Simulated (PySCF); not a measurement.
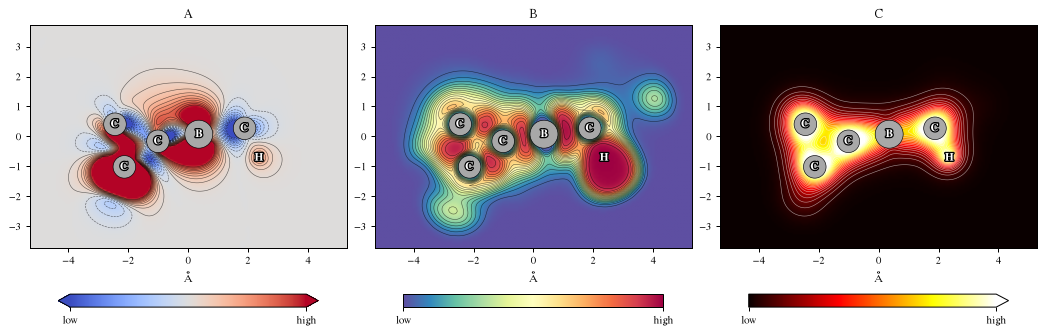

C$_{5}$H$_{7}$BF (SMILES CC[B]C1=C(F)C1) (doublet): 3 fields on the plane of atoms B3, C4 and C7, with unlabelled colour scales. Grey discs cover the atomic cores.

Geometry: GFN2-xTB.

Method: UKS B3LYP, pcH-1 on B C F H, non-relativistic, mean-field spin-orbit, GIAO (PySCF 2.14.0, density-fitted response routines).

Q: The panels show electron density, electron localisation function and spin density in some order. Assign them.

A: Panel A: spin density (confined to the atoms that carry the unpaired spin). Panel B: electron localisation function. Panel C: electron density. From the grid: C–B (1.38 Å): the density is about 1.8 e/Å³ at the midpoint; the ELF peaks at about 0.90 between the atoms; a covalent bond. C–C (1.41 Å): ρ at the midpoint is about 1.8 e/Å³; the ELF peaks at about 0.85 between the atoms, as expected for localised, covalent bonding.
